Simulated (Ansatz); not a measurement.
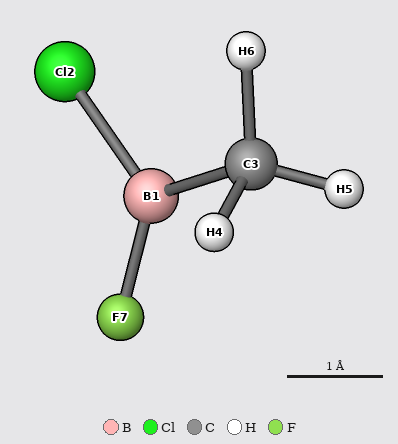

Figure 1. The input geometry (ball-and-stick view, seen at a tilt; atoms are numbered from 1 in the order of the input).

## Molecular dynamics of CH$_{3}$BClF (part 1 of 3)

CH$_{3}$BClF, computed with RKS B3LYP/STO-3G (Ansatz 0.2.0).

It belongs to a series of runs on one base structure; here: dynamics from the last frame of an earlier run. Figures and captions count atoms from 1; the log counts them from 0 in places.

What the program printed
```
Engine: ansatz 0.2.0, aarch64-unknown-linux-gnu
Functional definition: B3LYP
  parameter a0 = 0.2
  parameter ax = 0.72
  parameter ac = 0.81
  exchange = (1 - a0 - ax)*slater_x + ax*b88_x + a0*exact_x
  correlation = (1 - ac)*vwn_rpa_c + ac*lyp_c
381 factors; integrals over basis functions are off by at most 2.0e-5 eV
mean field evaluation 1: about -16805.7297 eV, gradient 1.7e1 eV
mean field evaluation 2: about -16805.5697 eV, gradient 2.1e1 eV
mean field evaluation 4: about -16806.9081 eV, gradient 7.1e-1 eV
mean field evaluation 8: about -16806.8613 eV, gradient 1.3e-2 eV
mean field -16806.86131340 eV, -617.6407611677 hartree, gradient 4.4e-5 eV, S^2 0.000000; 0 other end points of the search recorded, 0 dependent functions left out
the calculation of the forces begins
reference -16806.86146808 eV, -617.6407668521 hartree; 20, 20 occupied and 7, 7 virtual orbitals, 381 factors
md step     0: t =     0.00 fs  T =   500.0 K  F+E_penalty+E_count = -16806.86131340 eV  E_kin = 0.323150 eV  conserved = -16806.53816340 eV  (21 SCF iters)
these checks for a lower state are left out or cut short: starts, cluster_reference, orbital_swaps, neighbouring_geometries, increment
381 factors; integrals over basis functions are off by at most 1.8e-5 eV
mean field evaluation 16: about -16807.0982 eV, gradient 1.5e-1 eV
mean field -16807.09828025 eV, -617.6494695386 hartree, gradient 1.7e-5 eV, S^2 0.000000; 0 other end points of the search recorded, 0 dependent functions left out
the calculation of the forces begins
reference -16807.09843475 eV, -617.6494752164 hartree; 20, 20 occupied and 7, 7 virtual orbitals, 381 factors
md step     1: t =     1.00 fs  T =   830.9 K  F+E_penalty+E_count = -16807.09828025 eV  E_kin = 0.536987 eV  conserved = -16806.56129317 eV  (25 SCF iters)
[... from here on the SCF iterations and repeated set-up lines of each step are left out, up to the last step ...]
md step     2: t =     2.00 fs  T =  1158.2 K  F+E_penalty+E_count = -16807.33233140 eV  E_kin = 0.748560 eV  conserved = -16806.58377138 eV  (25 SCF iters)
md step     3: t =     3.00 fs  T =  1016.7 K  F+E_penalty+E_count = -16807.23234368 eV  E_kin = 0.657107 eV  conserved = -16806.57523663 eV  (25 SCF iters)
md step     4: t =     4.00 fs  T =   662.5 K  F+E_penalty+E_count = -16806.96452466 eV  E_kin = 0.428201 eV  conserved = -16806.53632378 eV  (25 SCF iters)
md step     5: t =     5.00 fs  T =   774.8 K  F+E_penalty+E_count = -16807.04976477 eV  E_kin = 0.500753 eV  conserved = -16806.54901159 eV  (25 SCF iters)
md step     6: t =     6.00 fs  T =  1183.5 K  F+E_penalty+E_count = -16807.34154636 eV  E_kin = 0.764928 eV  conserved = -16806.57661869 eV  (25 SCF iters)
md step     7: t =     7.00 fs  T =  1323.4 K  F+E_penalty+E_count = -16807.42644646 eV  E_kin = 0.855297 eV  conserved = -16806.57114990 eV  (25 SCF iters)
md step     8: t =     8.00 fs  T =  1164.3 K  F+E_penalty+E_count = -16807.31728683 eV  E_kin = 0.752513 eV  conserved = -16806.56477373 eV  (23 SCF iters)
md step     9: t =     9.00 fs  T =   886.3 K  F+E_penalty+E_count = -16807.12605804 eV  E_kin = 0.572811 eV  conserved = -16806.55324707 eV  (24 SCF iters)
md step    10: t =    10.00 fs  T =   764.7 K  F+E_penalty+E_count = -16807.03755230 eV  E_kin = 0.494221 eV  conserved = -16806.54333149 eV  (24 SCF iters)
md step    11: t =    11.00 fs  T =   935.0 K  F+E_penalty+E_count = -16807.16667687 eV  E_kin = 0.604299 eV  conserved = -16806.56237772 eV  (25 SCF iters)
md step    12: t =    12.00 fs  T =  1044.0 K  F+E_penalty+E_count = -16807.25410386 eV  E_kin = 0.674712 eV  conserved = -16806.57939180 eV  (24 SCF iters)
md step    13: t =    13.00 fs  T =   789.5 K  F+E_penalty+E_count = -16807.07245923 eV  E_kin = 0.510254 eV  conserved = -16806.56220521 eV  (25 SCF iters)
md step    14: t =    14.00 fs  T =   544.8 K  F+E_penalty+E_count = -16806.88748537 eV  E_kin = 0.352135 eV  conserved = -16806.53535018 eV  (24 SCF iters)
md step    15: t =    15.00 fs  T =   738.0 K  F+E_penalty+E_count = -16807.03659432 eV  E_kin = 0.477001 eV  conserved = -16806.55959310 eV  (25 SCF iters)
md step    16: t =    16.00 fs  T =  1020.6 K  F+E_penalty+E_count = -16807.23063234 eV  E_kin = 0.659587 eV  conserved = -16806.57104544 eV  (24 SCF iters)
md step    17: t =    17.00 fs  T =  1072.5 K  F+E_penalty+E_count = -16807.25895483 eV  E_kin = 0.693175 eV  conserved = -16806.56577986 eV  (21 SCF iters)
md step    18: t =    18.00 fs  T =   944.9 K  F+E_penalty+E_count = -16807.17181446 eV  E_kin = 0.610696 eV  conserved = -16806.56111851 eV  (25 SCF iters)
md step    19: t =    19.00 fs  T =   816.6 K  F+E_penalty+E_count = -16807.07362708 eV  E_kin = 0.527737 eV  conserved = -16806.54589021 eV  (25 SCF iters)
md step    20: t =    20.00 fs  T =   959.1 K  F+E_penalty+E_count = -16807.17007170 eV  E_kin = 0.619880 eV  conserved = -16806.55019132 eV  (24 SCF iters)
md step    21: t =    21.00 fs  T =  1260.4 K  F+E_penalty+E_count = -16807.38930293 eV  E_kin = 0.814606 eV  conserved = -16806.57469715 eV  (25 SCF iters)
md step    22: t =    22.00 fs  T =  1271.8 K  F+E_penalty+E_count = -16807.39746371 eV  E_kin = 0.821938 eV  conserved = -16806.57552528 eV  (25 SCF iters)
md step    23: t =    23.00 fs  T =   997.8 K  F+E_penalty+E_count = -16807.19289629 eV  E_kin = 0.644870 eV  conserved = -16806.54802591 eV  (25 SCF iters)
md step    24: t =    24.00 fs  T =   915.8 K  F+E_penalty+E_count = -16807.13983094 eV  E_kin = 0.591888 eV  conserved = -16806.54794288 eV  (25 SCF iters)
md step    25: t =    25.00 fs  T =  1060.2 K  F+E_penalty+E_count = -16807.25276964 eV  E_kin = 0.685238 eV  conserved = -16806.56753191 eV  (25 SCF iters)
md step    26: t =    26.00 fs  T =  1097.4 K  F+E_penalty+E_count = -16807.27382503 eV  E_kin = 0.709259 eV  conserved = -16806.56456645 eV  (25 SCF iters)
md step    27: t =    27.00 fs  T =   980.9 K  F+E_penalty+E_count = -16807.19826628 eV  E_kin = 0.633944 eV  conserved = -16806.56432276 eV  (24 SCF iters)
md step    28: t =    28.00 fs  T =   748.8 K  F+E_penalty+E_count = -16807.04414090 eV  E_kin = 0.483959 eV  conserved = -16806.56018191 eV  (24 SCF iters)
md step    29: t =    29.00 fs  T =   574.8 K  F+E_penalty+E_count = -16806.91298404 eV  E_kin = 0.371524 eV  conserved = -16806.54146041 eV  (25 SCF iters)
md step    30: t =    30.00 fs  T =   749.1 K  F+E_penalty+E_count = -16807.03897700 eV  E_kin = 0.484163 eV  conserved = -16806.55481405 eV  (25 SCF iters)
md step    31: t =    31.00 fs  T =  1010.8 K  F+E_penalty+E_count = -16807.23557404 eV  E_kin = 0.653303 eV  conserved = -16806.58227117 eV  (25 SCF iters)
md step    32: t =    32.00 fs  T =   856.6 K  F+E_penalty+E_count = -16807.12877782 eV  E_kin = 0.553634 eV  conserved = -16806.57514394 eV  (25 SCF iters)
md step    33: t =    33.00 fs  T =   491.1 K  F+E_penalty+E_count = -16806.85479205 eV  E_kin = 0.317384 eV  conserved = -16806.53740778 eV  (25 SCF iters)
md step    34: t =    34.00 fs  T =   566.6 K  F+E_penalty+E_count = -16806.91549432 eV  E_kin = 0.366163 eV  conserved = -16806.54933174 eV  (22 SCF iters)
md step    35: t =    35.00 fs  T =   935.6 K  F+E_penalty+E_count = -16807.17858010 eV  E_kin = 0.604706 eV  conserved = -16806.57387366 eV  (26 SCF iters)
md step    36: t =    36.00 fs  T =  1091.6 K  F+E_penalty+E_count = -16807.27601689 eV  E_kin = 0.705474 eV  conserved = -16806.57054326 eV  (25 SCF iters)
md step    37: t =    37.00 fs  T =   978.3 K  F+E_penalty+E_count = -16807.19920719 eV  E_kin = 0.632243 eV  conserved = -16806.56696374 eV  (26 SCF iters)
md step    38: t =    38.00 fs  T =   751.2 K  F+E_penalty+E_count = -16807.03620943 eV  E_kin = 0.485482 eV  conserved = -16806.55072697 eV  (24 SCF iters)
md step    39: t =    39.00 fs  T =   779.7 K  F+E_penalty+E_count = -16807.04452614 eV  E_kin = 0.503910 eV  conserved = -16806.54061566 eV  (25 SCF iters)
md step    40: t =    40.00 fs  T =  1176.7 K  F+E_penalty+E_count = -16807.33255354 eV  E_kin = 0.760508 eV  conserved = -16806.57204575 eV  (25 SCF iters)
md step    41: t =    41.00 fs  T =  1370.9 K  F+E_penalty+E_count = -16807.47486189 eV  E_kin = 0.886024 eV  conserved = -16806.58883773 eV  (25 SCF iters)
md step    42: t =    42.00 fs  T =  1051.1 K  F+E_penalty+E_count = -16807.23978133 eV  E_kin = 0.679321 eV  conserved = -16806.56046071 eV  (25 SCF iters)
md step    43: t =    43.00 fs  T =   768.9 K  F+E_penalty+E_count = -16807.03502995 eV  E_kin = 0.496963 eV  conserved = -16806.53806683 eV  (25 SCF iters)
md step    44: t =    44.00 fs  T =   902.6 K  F+E_penalty+E_count = -16807.14952169 eV  E_kin = 0.583338 eV  conserved = -16806.56618385 eV  (24 SCF iters)
md step    45: t =    45.00 fs  T =  1037.2 K  F+E_penalty+E_count = -16807.23775255 eV  E_kin = 0.670366 eV  conserved = -16806.56738620 eV  (25 SCF iters)
md step    46: t =    46.00 fs  T =  1008.0 K  F+E_penalty+E_count = -16807.21218139 eV  E_kin = 0.651470 eV  conserved = -16806.56071143 eV  (25 SCF iters)
md step    47: t =    47.00 fs  T =   888.4 K  F+E_penalty+E_count = -16807.14075293 eV  E_kin = 0.574156 eV  conserved = -16806.56659689 eV  (25 SCF iters)
md step    48: t =    48.00 fs  T =   657.3 K  F+E_penalty+E_count = -16806.98133525 eV  E_kin = 0.424831 eV  conserved = -16806.55650431 eV  (25 SCF iters)
md step    49: t =    49.00 fs  T =   563.4 K  F+E_penalty+E_count = -16806.90441127 eV  E_kin = 0.364123 eV  conserved = -16806.54028778 eV  (25 SCF iters)
md step    50: t =    50.00 fs  T =   832.7 K  F+E_penalty+E_count = -16807.10322347 eV  E_kin = 0.538205 eV  conserved = -16806.56501881 eV  (25 SCF iters)
md step    51: t =    51.00 fs  T =  1037.7 K  F+E_penalty+E_count = -16807.25274787 eV  E_kin = 0.670639 eV  conserved = -16806.58210854 eV  (25 SCF iters)
md step    52: t =    52.00 fs  T =   872.5 K  F+E_penalty+E_count = -16807.12091716 eV  E_kin = 0.563918 eV  conserved = -16806.55699907 eV  (21 SCF iters)
md step    53: t =    53.00 fs  T =   752.8 K  F+E_penalty+E_count = -16807.03151002 eV  E_kin = 0.486549 eV  conserved = -16806.54496071 eV  (24 SCF iters)
md step    54: t =    54.00 fs  T =   922.9 K  F+E_penalty+E_count = -16807.15635444 eV  E_kin = 0.596445 eV  conserved = -16806.55990968 eV  (25 SCF iters)
md step    55: t =    55.00 fs  T =  1148.5 K  F+E_penalty+E_count = -16807.30430050 eV  E_kin = 0.742273 eV  conserved = -16806.56202741 eV  (25 SCF iters)
md step    56: t =    56.00 fs  T =  1280.5 K  F+E_penalty+E_count = -16807.39460696 eV  E_kin = 0.827571 eV  conserved = -16806.56703561 eV  (25 SCF iters)
md step    57: t =    57.00 fs  T =  1217.7 K  F+E_penalty+E_count = -16807.35594621 eV  E_kin = 0.787001 eV  conserved = -16806.56894525 eV  (25 SCF iters)
md step    58: t =    58.00 fs  T =  1011.4 K  F+E_penalty+E_count = -16807.20351125 eV  E_kin = 0.653657 eV  conserved = -16806.54985452 eV  (25 SCF iters)
md step    59: t =    59.00 fs  T =  1024.9 K  F+E_penalty+E_count = -16807.21023376 eV  E_kin = 0.662419 eV  conserved = -16806.54781440 eV  (25 SCF iters)
md step    60: t =    60.00 fs  T =  1243.2 K  F+E_penalty+E_count = -16807.38373052 eV  E_kin = 0.803467 eV  conserved = -16806.58026318 eV  (25 SCF iters)
md step    61: t =    61.00 fs  T =  1134.8 K  F+E_penalty+E_count = -16807.30998975 eV  E_kin = 0.733430 eV  conserved = -16806.57656019 eV  (25 SCF iters)
md step    62: t =    62.00 fs  T =   777.9 K  F+E_penalty+E_count = -16807.04802380 eV  E_kin = 0.502750 eV  conserved = -16806.54527370 eV  (25 SCF iters)
md step    63: t =    63.00 fs  T =   664.4 K  F+E_penalty+E_count = -16806.98893878 eV  E_kin = 0.429431 eV  conserved = -16806.55950785 eV  (25 SCF iters)
md step    64: t =    64.00 fs  T =   670.6 K  F+E_penalty+E_count = -16806.99690665 eV  E_kin = 0.433394 eV  conserved = -16806.56351228 eV  (24 SCF iters)
md step    65: t =    65.00 fs  T =   668.3 K  F+E_penalty+E_count = -16806.98710212 eV  E_kin = 0.431944 eV  conserved = -16806.55515795 eV  (26 SCF iters)
md step    66: t =    66.00 fs  T =   724.1 K  F+E_penalty+E_count = -16807.03392715 eV  E_kin = 0.468018 eV  conserved = -16806.56590947 eV  (26 SCF iters)
md step    67: t =    67.00 fs  T =   689.5 K  F+E_penalty+E_count = -16807.01047826 eV  E_kin = 0.445643 eV  conserved = -16806.56483566 eV  (24 SCF iters)
md step    68: t =    68.00 fs  T =   637.4 K  F+E_penalty+E_count = -16806.95691035 eV  E_kin = 0.411965 eV  conserved = -16806.54494558 eV  (26 SCF iters)
md step    69: t =    69.00 fs  T =   870.0 K  F+E_penalty+E_count = -16807.12111544 eV  E_kin = 0.562287 eV  conserved = -16806.55882853 eV  (22 SCF iters)
md step    70: t =    70.00 fs  T =  1133.1 K  F+E_penalty+E_count = -16807.31607833 eV  E_kin = 0.732315 eV  conserved = -16806.58376285 eV  (25 SCF iters)
md step    71: t =    71.00 fs  T =  1016.0 K  F+E_penalty+E_count = -16807.22176989 eV  E_kin = 0.656649 eV  conserved = -16806.56512041 eV  (25 SCF iters)
md step    72: t =    72.00 fs  T =   848.7 K  F+E_penalty+E_count = -16807.09352823 eV  E_kin = 0.548496 eV  conserved = -16806.54503235 eV  (23 SCF iters)
md step    73: t =    73.00 fs  T =   959.2 K  F+E_penalty+E_count = -16807.18717944 eV  E_kin = 0.619942 eV  conserved = -16806.56723695 eV  (24 SCF iters)
md step    74: t =    74.00 fs  T =  1044.5 K  F+E_penalty+E_count = -16807.24139852 eV  E_kin = 0.675077 eV  conserved = -16806.56632126 eV  (23 SCF iters)
md step    75: t =    75.00 fs  T =  1026.7 K  F+E_penalty+E_count = -16807.22135445 eV  E_kin = 0.663582 eV  conserved = -16806.55777264 eV  (23 SCF iters)
md step    76: t =    76.00 fs  T =  1011.4 K  F+E_penalty+E_count = -16807.21910361 eV  E_kin = 0.653677 eV  conserved = -16806.56542623 eV  (25 SCF iters)
md step    77: t =    77.00 fs  T =   928.8 K  F+E_penalty+E_count = -16807.15910955 eV  E_kin = 0.600292 eV  conserved = -16806.55881714 eV  (25 SCF iters)
md step    78: t =    78.00 fs  T =   917.6 K  F+E_penalty+E_count = -16807.13993994 eV  E_kin = 0.593014 eV  conserved = -16806.54692641 eV  (26 SCF iters)
md step    79: t =    79.00 fs  T =  1122.3 K  F+E_penalty+E_count = -16807.29337968 eV  E_kin = 0.725351 eV  conserved = -16806.56802874 eV  (25 SCF iters)
md step    80: t =    80.00 fs  T =  1175.3 K  F+E_penalty+E_count = -16807.34247204 eV  E_kin = 0.759565 eV  conserved = -16806.58290684 eV  (25 SCF iters)
md step    81: t =    81.00 fs  T =   840.9 K  F+E_penalty+E_count = -16807.10118442 eV  E_kin = 0.543472 eV  conserved = -16806.55771271 eV  (25 SCF iters)
md step    82: t =    82.00 fs  T =   559.4 K  F+E_penalty+E_count = -16806.90731835 eV  E_kin = 0.361525 eV  conserved = -16806.54579297 eV  (25 SCF iters)
md step    83: t =    83.00 fs  T =   566.3 K  F+E_penalty+E_count = -16806.92934942 eV  E_kin = 0.365982 eV  conserved = -16806.56336747 eV  (25 SCF iters)
md step    84: t =    84.00 fs  T =   639.7 K  F+E_penalty+E_count = -16806.96841745 eV  E_kin = 0.413453 eV  conserved = -16806.55496466 eV  (25 SCF iters)
md step    85: t =    85.00 fs  T =   807.1 K  F+E_penalty+E_count = -16807.08094426 eV  E_kin = 0.521644 eV  conserved = -16806.55930017 eV  (24 SCF iters)
md step    86: t =    86.00 fs  T =   972.4 K  F+E_penalty+E_count = -16807.20024641 eV  E_kin = 0.628435 eV  conserved = -16806.57181178 eV  (25 SCF iters)
md step    87: t =    87.00 fs  T =   960.8 K  F+E_penalty+E_count = -16807.17786163 eV  E_kin = 0.620993 eV  conserved = -16806.55686858 eV  (22 SCF iters)
md step    88: t =    88.00 fs  T =  1038.2 K  F+E_penalty+E_count = -16807.21611777 eV  E_kin = 0.670971 eV  conserved = -16806.54514634 eV  (24 SCF iters)
md step    89: t =    89.00 fs  T =  1370.8 K  F+E_penalty+E_count = -16807.45376188 eV  E_kin = 0.885946 eV  conserved = -16806.56781557 eV  (25 SCF iters)
md step    90: t =    90.00 fs  T =  1566.3 K  F+E_penalty+E_count = -16807.59051961 eV  E_kin = 1.012323 eV  conserved = -16806.57819625 eV  (25 SCF iters)
md step    91: t =    91.00 fs  T =  1384.5 K  F+E_penalty+E_count = -16807.45919814 eV  E_kin = 0.894823 eV  conserved = -16806.56437555 eV  (24 SCF iters)
md step    92: t =    92.00 fs  T =  1053.5 K  F+E_penalty+E_count = -16807.23509094 eV  E_kin = 0.680905 eV  conserved = -16806.55418631 eV  (24 SCF iters)
md step    93: t =    93.00 fs  T =   829.6 K  F+E_penalty+E_count = -16807.08666768 eV  E_kin = 0.536182 eV  conserved = -16806.55048566 eV  (24 SCF iters)
md step    94: t =    94.00 fs  T =   822.4 K  F+E_penalty+E_count = -16807.08370029 eV  E_kin = 0.531533 eV  conserved = -16806.55216750 eV  (24 SCF iters)
md step    95: t =    95.00 fs  T =   936.9 K  F+E_penalty+E_count = -16807.17533623 eV  E_kin = 0.605507 eV  conserved = -16806.56982893 eV  (24 SCF iters)
md step    96: t =    96.00 fs  T =   863.7 K  F+E_penalty+E_count = -16807.12811247 eV  E_kin = 0.558227 eV  conserved = -16806.56988536 eV  (25 SCF iters)
md step    97: t =    97.00 fs  T =   650.1 K  F+E_penalty+E_count = -16806.96540863 eV  E_kin = 0.420163 eV  conserved = -16806.54524595 eV  (25 SCF iters)
md step    98: t =    98.00 fs  T =   709.3 K  F+E_penalty+E_count = -16807.01014484 eV  E_kin = 0.458434 eV  conserved = -16806.55171064 eV  (25 SCF iters)
md step    99: t =    99.00 fs  T =   939.5 K  F+E_penalty+E_count = -16807.18135607 eV  E_kin = 0.607206 eV  conserved = -16806.57414966 eV  (25 SCF iters)
md step   100: t =   100.00 fs  T =   946.1 K  F+E_penalty+E_count = -16807.17630989 eV  E_kin = 0.611433 eV  conserved = -16806.56487644 eV  (25 SCF iters)
md step   101: t =   101.00 fs  T =   833.8 K  F+E_penalty+E_count = -16807.09243728 eV  E_kin = 0.538870 eV  conserved = -16806.55356740 eV  (25 SCF iters)
md step   102: t =   102.00 fs  T =   790.6 K  F+E_penalty+E_count = -16807.07482375 eV  E_kin = 0.510947 eV  conserved = -16806.56387666 eV  (24 SCF iters)
md step   103: t =   103.00 fs  T =   733.5 K  F+E_penalty+E_count = -16807.02968036 eV  E_kin = 0.474068 eV  conserved = -16806.55561261 eV  (25 SCF iters)
md step   104: t =   104.00 fs  T =   795.5 K  F+E_penalty+E_count = -16807.06353441 eV  E_kin = 0.514103 eV  conserved = -16806.54943115 eV  (25 SCF iters)
md step   105: t =   105.00 fs  T =  1017.0 K  F+E_penalty+E_count = -16807.22960359 eV  E_kin = 0.657310 eV  conserved = -16806.57229354 eV  (22 SCF iters)
md step   106: t =   106.00 fs  T =  1039.2 K  F+E_penalty+E_count = -16807.24235958 eV  E_kin = 0.671629 eV  conserved = -16806.57073041 eV  (25 SCF iters)
md step   107: t =   107.00 fs  T =   894.0 K  F+E_penalty+E_count = -16807.12595818 eV  E_kin = 0.577791 eV  conserved = -16806.54816682 eV  (26 SCF iters)
md step   108: t =   108.00 fs  T =   943.0 K  F+E_penalty+E_count = -16807.16654181 eV  E_kin = 0.609488 eV  conserved = -16806.55705372 eV  (25 SCF iters)
md step   109: t =   109.00 fs  T =  1087.6 K  F+E_penalty+E_count = -16807.27058030 eV  E_kin = 0.702945 eV  conserved = -16806.56763485 eV  (25 SCF iters)
md step   110: t =   110.00 fs  T =  1128.9 K  F+E_penalty+E_count = -16807.28881823 eV  E_kin = 0.729596 eV  conserved = -16806.55922212 eV  (25 SCF iters)
md step   111: t =   111.00 fs  T =  1135.7 K  F+E_penalty+E_count = -16807.29800936 eV  E_kin = 0.733983 eV  conserved = -16806.56402587 eV  (25 SCF iters)
md step   112: t =   112.00 fs  T =  1035.2 K  F+E_penalty+E_count = -16807.23822698 eV  E_kin = 0.669058 eV  conserved = -16806.56916928 eV  (24 SCF iters)
md step   113: t =   113.00 fs  T =   804.4 K  F+E_penalty+E_count = -16807.06970329 eV  E_kin = 0.519854 eV  conserved = -16806.54984960 eV  (25 SCF iters)
md step   114: t =   114.00 fs  T =   760.4 K  F+E_penalty+E_count = -16807.04152984 eV  E_kin = 0.491473 eV  conserved = -16806.55005707 eV  (25 SCF iters)
md step   115: t =   115.00 fs  T =   890.8 K  F+E_penalty+E_count = -16807.14786432 eV  E_kin = 0.575725 eV  conserved = -16806.57213967 eV  (24 SCF iters)
md step   116: t =   116.00 fs  T =   838.1 K  F+E_penalty+E_count = -16807.10658439 eV  E_kin = 0.541646 eV  conserved = -16806.56493801 eV  (25 SCF iters)
md step   117: t =   117.00 fs  T =   720.4 K  F+E_penalty+E_count = -16807.01175174 eV  E_kin = 0.465614 eV  conserved = -16806.54613778 eV  (25 SCF iters)
md step   118: t =   118.00 fs  T =   832.0 K  F+E_penalty+E_count = -16807.09830686 eV  E_kin = 0.537697 eV  conserved = -16806.56060991 eV  (24 SCF iters)
md step   119: t =   119.00 fs  T =   984.2 K  F+E_penalty+E_count = -16807.20208461 eV  E_kin = 0.636106 eV  conserved = -16806.56597823 eV  (23 SCF iters)
md step   120: t =   120.00 fs  T =  1045.2 K  F+E_penalty+E_count = -16807.23307167 eV  E_kin = 0.675483 eV  conserved = -16806.55758820 eV  (25 SCF iters)
md step   121: t =   121.00 fs  T =  1089.0 K  F+E_penalty+E_count = -16807.26999193 eV  E_kin = 0.703816 eV  conserved = -16806.56617635 eV  (25 SCF iters)
md step   122: t =   122.00 fs  T =  1019.2 K  F+E_penalty+E_count = -16807.22041258 eV  E_kin = 0.658684 eV  conserved = -16806.56172905 eV  (25 SCF iters)
md step   123: t =   123.00 fs  T =   940.1 K  F+E_penalty+E_count = -16807.15327435 eV  E_kin = 0.607604 eV  conserved = -16806.54567048 eV  (20 SCF iters)
md step   124: t =   124.00 fs  T =  1077.0 K  F+E_penalty+E_count = -16807.25659215 eV  E_kin = 0.696076 eV  conserved = -16806.56051608 eV  (24 SCF iters)
md step   125: t =   125.00 fs  T =  1182.2 K  F+E_penalty+E_count = -16807.34031473 eV  E_kin = 0.764049 eV  conserved = -16806.57626564 eV  (24 SCF iters)
md step   126: t =   126.00 fs  T =  1001.2 K  F+E_penalty+E_count = -16807.20531966 eV  E_kin = 0.647082 eV  conserved = -16806.55823813 eV  (23 SCF iters)
md step   127: t =   127.00 fs  T =   871.6 K  F+E_penalty+E_count = -16807.10583155 eV  E_kin = 0.563294 eV  conserved = -16806.54253761 eV  (24 SCF iters)
```
